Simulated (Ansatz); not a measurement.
These are PBE (plane waves to 420 eV, PAW; Ansatz, a first-principles code) values and carry that method's errors.

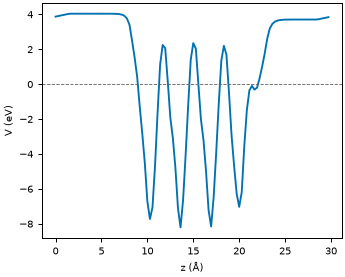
Figure: Plane-averaged electrostatic potential energy along the normal, in eV from the Fermi level, for a constructed model of the (111)A surface of zinc-blende ZnSe, Zn-terminated, 2x2 In adatom at H3 (bottom of the slab: 2 H on 4 bottom sites)

Slab: 35 atoms, 13.8 Å thick at the start with caps and adatoms (thin: gaps and levels are the slab's own); k 3x3x1, smearing 0.025 eV, dipole-corrected; 8 atoms held, the rest relaxed; start symmetry kept, larger cells not searched; spin-polarised, ending with about 0.9 μB a cell, a value that depends on the mesh; orders that need a larger cell were not tried, no spin-orbit, no U. The slab shows no gap over 0.04 eV on its mesh. In PBE it lies 0.02 eV a 1x1 cell over the lowest computed structure of the same composition (2x2 In adatom at T4).

The vacuum level lies 3.70 eV above the Fermi level over the top face and 4.04 eV above it under the bottom face.
